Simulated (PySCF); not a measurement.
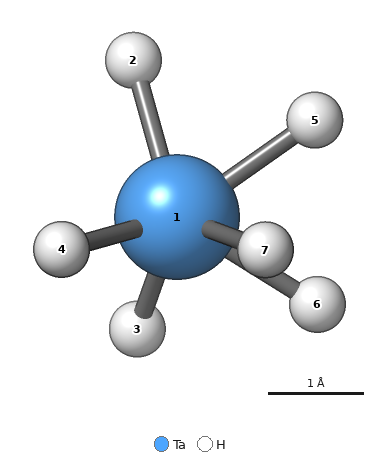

The input geometry (ball-and-stick view, seen at a tilt; atoms are numbered from 1 in the order of the input). Sticks mark near contacts. Bond lengths as drawn: H–Ta 1.78 to 1.83 Å.

## Single-point calculation, with input and output: TaH6 (charge −1)

System: TaH6, charge −1.
Method: RKS PBE0, Ta def2-SVP with ECP60, H def2-SVP; non-relativistic Hamiltonian with a scalar-relativistic core potential; density fitting (PySCF 2.14.0).

It belongs to a series of runs on one base structure; here: finer grid at the relaxed geometry.

## Log
```
init E= -60.5030399746629
  HOMO = -0.0884329123701985  LUMO = 0.116773061423405  gap/eV = 5.58394
cycle= 1 E= -60.5030399841467  delta_E= -9.48e-09  |g|= 2.43e-05  |ddm|= 0.000348
  HOMO = -0.0884425028466272  LUMO = 0.116764501523113  gap/eV = 5.58397
cycle= 2 E= -60.5030399840895  delta_E= 5.73e-11  |g|= 3.27e-05  |ddm|= 8.74e-05
  HOMO = -0.0884392267019815  LUMO = 0.116768734558996  gap/eV = 5.58399
cycle= 3 E= -60.5030399844333  delta_E= -3.44e-10  |g|= 7.59e-06  |ddm|= 4.42e-05
  HOMO = -0.088439531208543  LUMO = 0.116766949931231  gap/eV = 5.58395
Extra cycle  E= -60.5030399843954  delta_E= 3.79e-11  |g|= 1.34e-05  |ddm|= 2.46e-05
converged SCF energy = -60.5030399843954
```

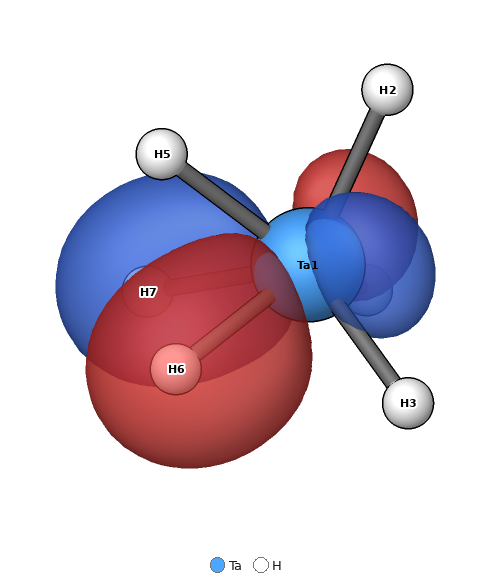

The HOMO at ±0.15 Å⁻³ᐟ² (blue and red are the two phases), seen at a tilt. By Hirshfeld shares it lies mainly on Ta1 (45 %), H6 (25 %) and H7 (25 %). Its energy is −2.41 eV.

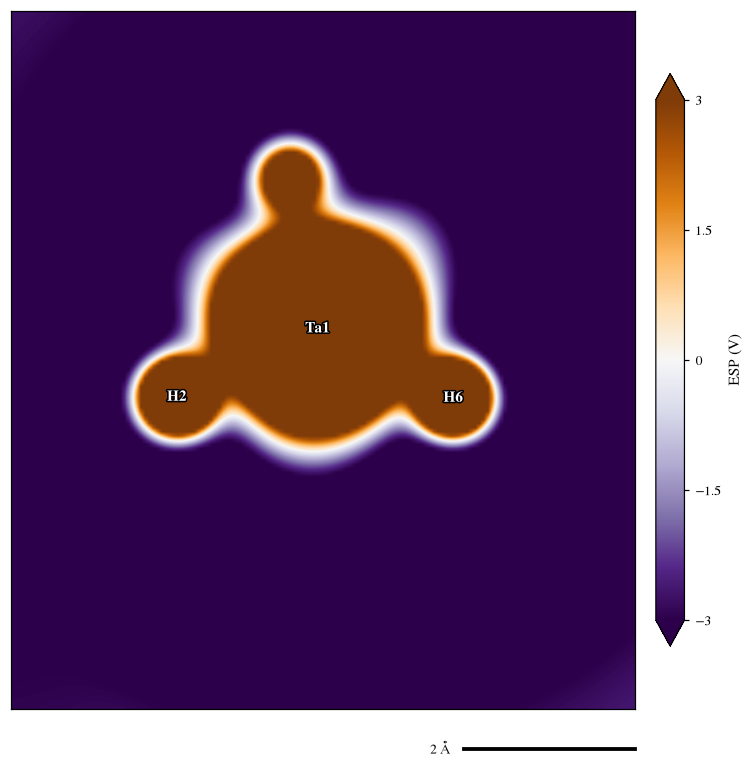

Molecular electrostatic potential on the plane of atoms H2, Ta1 and H6.

The run was set up as follows.

## Input
```python
mol = gto.M(atom='''
Ta    -0.00000    -0.00000     0.10710
H      1.68097    -0.00000     0.84024
H     -0.84048     1.45576     0.84024
H     -0.84049    -1.45576     0.84024
H      1.15304    -0.00000    -1.24506
H     -0.57652     0.99857    -1.24506
H     -0.57652    -0.99856    -1.24506''',
    basis={'Ta': 'def2-SVP', 'H': 'def2-SVP'},
    ecp={'Ta': 'def2-SVP'},
    charge=-1, spin=0)
mf = dft.RKS(mol, xc='PBE0')
mf.grids.atom_grid = (75, 302)  # f atoms: at least (60, 302), unpruned
mf = mf.density_fit()  # Ta def2-universal-JKFIT, H def2-universal-JKFIT
mf.conv_tol = 1e-09; mf.max_cycle = 55
mf.kernel(dm0)
```

The script is an equivalent of the set-up of the self-consistent field. The run itself was carried out by a driver, which started from the orbitals of the step before it where there was one and computed the further properties.

Run as:
```bash
OMP_NUM_THREADS=2 python <driver script>
```

## Key numbers

```json
{"quantity": "outcome", "value": "converged"}
{"quantity": "total energy", "value": "−60.503040 hartree"}
{"quantity": "HOMO", "value": "−2.41 eV"}
{"quantity": "LUMO", "value": "3.18 eV"}
{"quantity": "largest force (length of the vector)", "value": "0.005 eV/Å"}
{"quantity": "hardware", "value": "2 threads of Arm Neoverse V1, 24 GiB of memory available, shared host"}
{"quantity": "wall time", "value": "4.2 s (CPU time 8.5 s)"}
{"quantity": "peak memory", "value": "0.92 GiB"}
```
